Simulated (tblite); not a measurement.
## Geometry relaxation, with input and output: C3H12NSi2

The run: geometry relaxation of C3H12NSi2, multiplicity 2, SMILES C[C](C)N([SiH3])[SiH3]. Method and program: GFN2-xTB geometry optimisation, gas phase (tblite 0.8.0).

It belongs to a series of runs on one base structure; here: X = H replaced by N(SiH3)2.

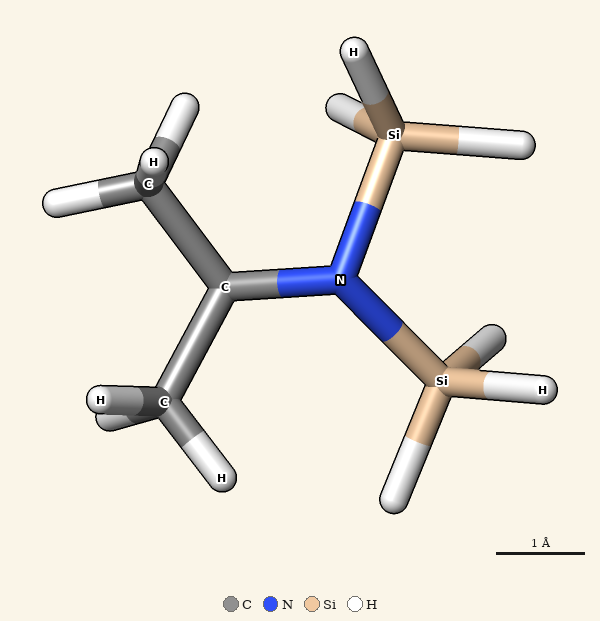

*The input geometry (stick view, seen on its broad side).*

Bond lengths as drawn: C–C 1.50 to 1.51 Å, C–H 1.09 to 1.12 Å, C–N 1.44 Å, H–Si 1.46 to 1.48 Å and N–Si 1.77 to 1.81 Å.

Results in brief:

| quantity | value |
| --- | --- |
| outcome | converged |
| total energy | −514.6938 eV |
| hardware | 1 CPU thread, shared host |
| wall time | 0.95 s |
| peak memory | 0.18 GiB |

Input:
```
{"job": {"kind": "relax", "xc": "GFN2-xTB", "basis": "xTB"}, "charge": 0, "multiplicity": 2}
C      1.414400    -1.249200    -0.376400
C      0.658600     0.062800    -0.333500
C      1.591100     1.225000    -0.173500
N     -0.439700     0.040000     0.591800
Si    -1.535500     1.418100     0.456700
Si    -1.398000    -1.428200     0.153100
H      2.359500    -1.116900    -0.907000
H      0.728000    -1.972500    -0.863700
H      1.615200    -1.667300     0.634400
H      2.508300     0.983900     0.398400
H      1.127200     2.136900     0.224700
H      1.937600     1.472900    -1.206000
H     -2.510900     1.212900    -0.634100
H     -0.854800     2.700400     0.284900
H     -2.347700     1.496500     1.685400
H     -2.784700    -1.132200     0.496600
H     -1.240100    -1.595300    -1.302300
H     -0.837300    -2.581300     0.858900
```

The first line tells a small driver script what to run in tblite; the rest is the geometry in Å.

Launched with:
```bash
OMP_NUM_THREADS=1 python <driver script> task.json out
```

Output:
```
step      E/eV     max force
  0    -513.72464    2.603
  1    -513.92481    1.731
  2    -514.11105    0.818
  3    -514.16798    0.525
  4    -514.21898    0.541
  5    -514.26448    0.503
  6    -514.31624    0.598
  7    -514.36121    0.586
  8    -514.40259    0.382
  9    -514.43319    0.330
 10    -514.45505    0.301
 11    -514.47670    0.370
 12    -514.49653    0.364
 13    -514.51010    0.253
 14    -514.51696    0.179
 15    -514.52092    0.127
 16    -514.52481    0.170
 17    -514.52835    0.128
 18    -514.53092    0.099
 19    -514.53259    0.104
 20    -514.53406    0.120
 21    -514.53560    0.101
 22    -514.53696    0.083
 23    -514.53801    0.066
 24    -514.53887    0.123
 25    -514.53968    0.085
 26    -514.54039    0.070
 27    -514.54094    0.065
 28    -514.54148    0.064
 29    -514.54229    0.096
 30    -514.54349    0.097
 31    -514.54496    0.084
 32    -514.54643    0.082
 33    -514.54807    0.094
 34    -514.55049    0.155
 35    -514.55420    0.210
 36    -514.55883    0.200
 37    -514.56353    0.170
 38    -514.56739    0.187
 39    -514.57033    0.207
 40    -514.57528    0.217
 41    -514.58168    0.272
 42    -514.59191    0.115
 43    -514.59514    0.227
 44    -514.60023    0.139
 45    -514.60419    0.121
 46    -514.60933    0.126
 47    -514.61403    0.183
 48    -514.61831    0.176
 49    -514.62197    0.105
 50    -514.62423    0.133
 51    -514.62519    0.114
 52    -514.62666    0.109
 53    -514.62767    0.075
 54    -514.62940    0.063
 55    -514.63008    0.061
 56    -514.63122    0.073
 57    -514.63216    0.071
 58    -514.63332    0.065
 59    -514.63444    0.071
 60    -514.63561    0.072
 61    -514.63674    0.068
 62    -514.63775    0.060
 63    -514.63852    0.052
 64    -514.63916    0.049
 65    -514.63978    0.053
 66    -514.64035    0.045
 67    -514.64080    0.039
 68    -514.64112    0.040
 69    -514.64141    0.041
 70    -514.64175    0.047
 71    -514.64216    0.051
 72    -514.64258    0.043
 73    -514.64293    0.035
 74    -514.64323    0.041
 75    -514.64358    0.041
 76    -514.64411    0.053
 77    -514.64479    0.062
 78    -514.64536    0.056
 79    -514.64573    0.047
 80    -514.64605    0.044
 81    -514.64654    0.050
 82    -514.64745    0.067
 83    -514.64893    0.085
 84    -514.65067    0.093
 85    -514.65216    0.123
 86    -514.65303    0.181
 87    -514.65545    0.127
 88    -514.65746    0.102
 89    -514.66151    0.117
 90    -514.66306    0.127
 91    -514.66540    0.116
 92    -514.66742    0.105
 93    -514.66961    0.123
 94    -514.67163    0.102
 95    -514.67278    0.189
 96    -514.67473    0.086
 97    -514.67582    0.072
 98    -514.67852    0.112
 99    -514.68080    0.154
100    -514.68278    0.114
101    -514.68410    0.102
102    -514.68475    0.060
103    -514.68517    0.034
104    -514.68542    0.042
105    -514.68580    0.050
106    -514.68609    0.041
107    -514.68642    0.034
108    -514.68680    0.034
109    -514.68722    0.043
110    -514.68756    0.044
111    -514.68774    0.026
112    -514.68786    0.029
113    -514.68800    0.031
114    -514.68820    0.035
115    -514.68841    0.036
116    -514.68857    0.035
117    -514.68868    0.029
118    -514.68879    0.022
119    -514.68890    0.021
120    -514.68902    0.022
121    -514.68915    0.025
122    -514.68934    0.034
123    -514.68961    0.041
124    -514.68997    0.043
125    -514.69039    0.037
126    -514.69074    0.029
127    -514.69095    0.027
128    -514.69110    0.026
129    -514.69128    0.026
130    -514.69153    0.032
131    -514.69186    0.038
132    -514.69223    0.038
133    -514.69251    0.041
134    -514.69268    0.026
135    -514.69279    0.031
136    -514.69289    0.022
137    -514.69303    0.019
138    -514.69312    0.030
139    -514.69321    0.021
140    -514.69329    0.018
141    -514.69337    0.018
142    -514.69347    0.019
143    -514.69354    0.014
144    -514.69357    0.010
145    -514.69359    0.010
146    -514.69362    0.013
147    -514.69366    0.021
148    -514.69371    0.023
149    -514.69376    0.016
150    -514.69379    0.009
```

Trajectory as extended XYZ (Å, eV, eV/Å), 6 of the 151 frames kept, from step=0 to step=150:
```
18
Properties=species:S:1:pos:R:3:forces:R:3 step=0 energy=-513.72464
C     1.4144   -1.2492   -0.3764   -0.6990  -0.2290  -0.1840
C     0.6586    0.0628   -0.3335    0.7510  -0.1170   2.4900
C     1.5911    1.2250   -0.1735    0.4820   0.6610  -1.1930
N    -0.4397    0.0400    0.5918   -0.6600  -0.4550  -1.9980
Si   -1.5355    1.4181    0.4567   -0.4210   0.2080   0.3470
Si   -1.3980   -1.4282    0.1531    0.0570   0.3110   0.3780
H     2.3595   -1.1169   -0.9070   -0.2850  -0.2280  -0.0220
H     0.7280   -1.9725   -0.8637    1.0990   0.0920  -0.0270
H     1.6152   -1.6673    0.6344    0.0010   0.4320  -0.4400
H     2.5083    0.9839    0.3984   -0.5310   0.0440  -0.0540
H     1.1272    2.1369    0.2247    0.2390  -0.5330  -0.0090
H     1.9376    1.4729   -1.2060    0.0200   0.0600   0.5560
H    -2.5109    1.2129   -0.6341    0.2120   0.2370  -0.0110
H    -0.8548    2.7004    0.2849   -0.0390  -0.1210  -0.0360
H    -2.3477    1.4965    1.6854    0.2840  -0.1610  -0.0710
H    -2.7847   -1.1322    0.4966    0.0400  -0.2570   0.0770
H    -1.2401   -1.5953   -1.3023   -0.4070  -0.0400   0.1260
H    -0.8373   -2.5813    0.8589   -0.1420   0.0960   0.0720
18
Properties=species:S:1:pos:R:3:forces:R:3 step=30 energy=-514.54349
C     1.4950   -1.2606   -0.3239   -0.0240  -0.0080  -0.0200
C     0.7875    0.0242   -0.0756   -0.0900   0.0240   0.0270
C     1.6220    1.2533   -0.1257    0.0250   0.0360  -0.0380
N    -0.5820    0.0406    0.1400   -0.0530  -0.0270  -0.0020
Si   -1.5785    1.4667    0.3646   -0.0100   0.0120   0.0610
Si   -1.4955   -1.4604    0.0832    0.0270   0.0240   0.0530
H     2.4233   -1.0584   -0.8534    0.0700  -0.0420  -0.0190
H     0.8952   -1.9479   -0.9216    0.0020   0.0100  -0.0380
H     1.7469   -1.7839    0.6056    0.0210  -0.0010   0.0290
H     2.5666    1.0813    0.3922    0.0570  -0.0320  -0.0010
H     1.1453    2.1114    0.3324   -0.0210  -0.0170   0.0440
H     1.8679    1.5216   -1.1627   -0.0080   0.0340   0.0150
H    -2.6146    1.4950   -0.6702   -0.0280  -0.0220  -0.0080
H    -0.8244    2.7085    0.2770    0.0210   0.0450  -0.0190
H    -2.1857    1.3699    1.7011    0.0290   0.0070  -0.0800
H    -2.8150   -1.1347    0.6169    0.0090  -0.0370   0.0050
H    -1.6420   -1.9541   -1.2925   -0.0030   0.0040  -0.0400
H    -0.8207   -2.4662    0.9012   -0.0240  -0.0090   0.0320
18
Properties=species:S:1:pos:R:3:forces:R:3 step=60 energy=-514.63561
C     1.4851   -1.2743   -0.4097    0.0340  -0.0110  -0.0150
C     0.7809    0.0182   -0.1863   -0.0140  -0.0570   0.0190
C     1.5791    1.2510    0.0381   -0.0100  -0.0520   0.0270
N    -0.5896    0.0310    0.0238   -0.0290   0.0070   0.0230
Si   -1.5361    1.4986    0.1916   -0.0120   0.0200  -0.0490
Si   -1.4761   -1.4743    0.1513   -0.0220   0.0090   0.0240
H     2.4779   -1.0976   -0.8170    0.0340   0.0570  -0.0270
H     0.9454   -1.9132   -1.1096   -0.0530   0.0160   0.0090
H     1.6134   -1.8491    0.5165   -0.0060   0.0140   0.0180
H     2.6353    0.9982    0.0872    0.0200   0.0540  -0.0110
H     1.2935    1.7481    0.9708   -0.0040  -0.0130   0.0280
H     1.4340    1.9826   -0.7632    0.0530   0.0150  -0.0390
H    -2.6877    1.4075   -0.7140    0.0200  -0.0240   0.0290
H    -0.7536    2.6727   -0.1667    0.0040   0.0100  -0.0120
H    -2.0089    1.5938    1.5790    0.0150   0.0030   0.0010
H    -2.7802   -1.1297    0.7070   -0.0340  -0.0050  -0.0110
H    -1.6443   -2.0816   -1.1761    0.0060  -0.0120   0.0090
H    -0.7770   -2.3757    1.0658   -0.0020  -0.0300  -0.0240
18
Properties=species:S:1:pos:R:3:forces:R:3 step=90 energy=-514.66306
C     1.5139   -1.2300   -0.4864   -0.0140  -0.0460   0.0080
C     0.7796   -0.0134   -0.0442   -0.0150  -0.0040  -0.0190
C     1.5689    1.2193    0.2201   -0.0200  -0.0080  -0.0260
N    -0.6004    0.0017    0.0656   -0.0280  -0.0210  -0.0110
Si   -1.5178    1.4954    0.1079   -0.0290  -0.0030   0.0080
Si   -1.5198   -1.4842    0.1584   -0.0010  -0.0140   0.0080
H     2.3557   -0.9438   -1.1232   -0.0480  -0.0520   0.0350
H     0.8689   -1.9095   -1.0400   -0.0100   0.0430  -0.0470
H     1.9222   -1.7989    0.3599    0.0240   0.0480  -0.0040
H     2.6107    0.9546    0.4049   -0.0830   0.0450   0.0850
H     1.1637    1.7611    1.0792    0.0920  -0.0170  -0.0380
H     1.5560    1.9092   -0.6342    0.0160   0.0060   0.0230
H    -2.8169    1.2406   -0.5210    0.0750   0.0370   0.0040
H    -0.7886    2.5151   -0.6348   -0.0240   0.0420  -0.0100
H    -1.7400    1.8845    1.5098    0.0400   0.0260  -0.0200
H    -2.8095   -1.1085    0.7247   -0.0480  -0.0490   0.0140
H    -1.7112   -2.0452   -1.1873    0.0040  -0.0270  -0.0080
H    -0.8443   -2.4418    1.0290    0.0690  -0.0060  -0.0020
18
Properties=species:S:1:pos:R:3:forces:R:3 step=120 energy=-514.68902
C     1.4856   -1.1894   -0.5624    0.0060   0.0000  -0.0130
C     0.7412   -0.0126   -0.0360    0.0070   0.0010   0.0040
C     1.5438    1.1795    0.3520    0.0060   0.0110   0.0070
N    -0.6413   -0.0025    0.0486    0.0090  -0.0080   0.0030
Si   -1.5008    1.5230    0.0293   -0.0150  -0.0130   0.0090
Si   -1.5175   -1.5133    0.1806   -0.0020  -0.0100   0.0080
H     2.2539   -0.8621   -1.2685    0.0090   0.0070   0.0050
H     0.8260   -1.8858   -1.0729   -0.0060   0.0080  -0.0030
H     2.0013   -1.7355    0.2375   -0.0110  -0.0080  -0.0100
H     2.5214    0.8588    0.7142    0.0060   0.0040   0.0120
H     1.0523    1.7518    1.1374    0.0000  -0.0110  -0.0180
H     1.7204    1.8596   -0.4915   -0.0070  -0.0050   0.0040
H    -2.8788    1.2382   -0.3555   -0.0030  -0.0110  -0.0090
H    -0.8557    2.3959   -0.9487    0.0040   0.0180   0.0050
H    -1.4901    2.1333    1.3687    0.0090   0.0070  -0.0110
H    -2.8071   -1.2121    0.7923   -0.0030   0.0050  -0.0080
H    -1.7236   -2.0962   -1.1559   -0.0070   0.0000   0.0120
H    -0.7397   -2.4242    1.0189   -0.0020   0.0060   0.0050
18
Properties=species:S:1:pos:R:3:forces:R:3 step=150 energy=-514.69379
C     1.4676   -1.1701   -0.6295   -0.0040  -0.0010  -0.0050
C     0.7406   -0.0014   -0.0623   -0.0010   0.0030   0.0020
C     1.5491    1.1680    0.3780    0.0000   0.0040  -0.0010
N    -0.6411    0.0005    0.0479   -0.0010   0.0010   0.0030
Si   -1.5126    1.5189    0.0023    0.0010  -0.0040  -0.0040
Si   -1.4926   -1.5165    0.2464   -0.0020   0.0030  -0.0010
H     2.3280   -0.8263   -1.2071    0.0000  -0.0010   0.0050
H     0.8239   -1.7557   -1.2821   -0.0050   0.0000   0.0010
H     1.8502   -1.8415    0.1498    0.0020   0.0040  -0.0010
H     2.4878    0.8260    0.8184    0.0010  -0.0010  -0.0020
H     1.0144    1.7610    1.1166   -0.0010  -0.0030   0.0030
H     1.8081    1.8315   -0.4568    0.0070   0.0030  -0.0010
H    -2.8823    1.2189   -0.4022    0.0060  -0.0040  -0.0010
H    -0.8520    2.3891   -0.9681    0.0020   0.0020  -0.0020
H    -1.5206    2.1457    1.3337   -0.0050   0.0010   0.0010
H    -2.7890   -1.2059    0.8397    0.0050  -0.0030   0.0050
H    -1.6948   -2.1651   -1.0586   -0.0060  -0.0040  -0.0050
H    -0.6933   -2.3708    1.1224   -0.0020  -0.0020   0.0000
```

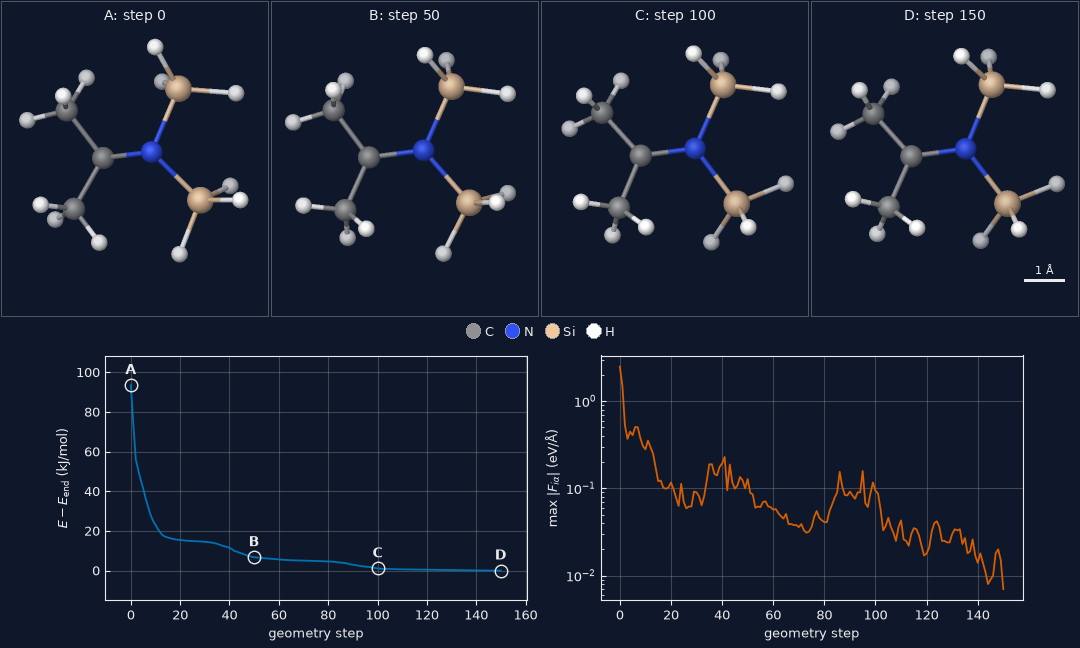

*Frames of the relaxation (ball-and-stick view, seen at a tilt) above the curves, on which the letters mark them (steps are counted from 0).*

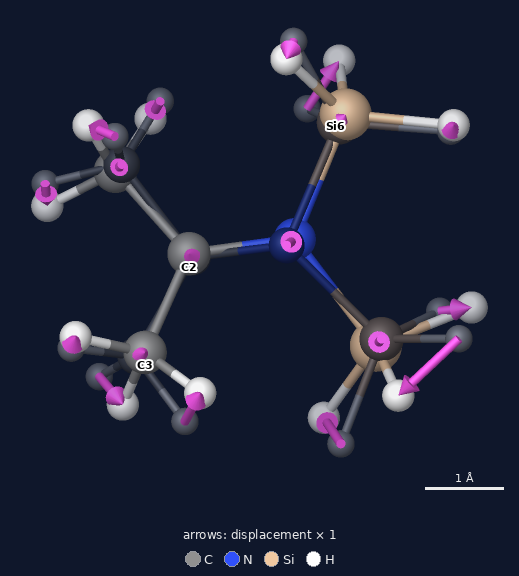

*Start (faint) and end (solid) with the displacements as pink arrows, at true length (ball-and-stick view, seen at a tilt). The two geometries are laid on each other by the best rigid fit.*

The largest move after the best rigid fit is that of H14, 1.27 Å. By element the largest moves are H 1.27 Å, N 0.57 Å, C 0.54 Å, Si 0.44 Å. Distances before and after: N4–Si6 1.807 → 1.751 Å, C2–N4 1.436 → 1.386 Å, C1–C2 1.515 → 1.489 Å, C1–H8 1.110 → 1.088 Å. Among the angles that change: C2–N4–Si6 105.2° → 119.5°, Si5–N4–Si6 106.6° → 120.8°, C1–C2–N4 112.7° → 121.2°. Over 150 geometry steps the energy falls by 93.5 kJ/mol. Largest force component: 2.5 eV/Å at the start, 0.007 eV/Å at the end. (Atoms are counted from 1 in the order of the input.)
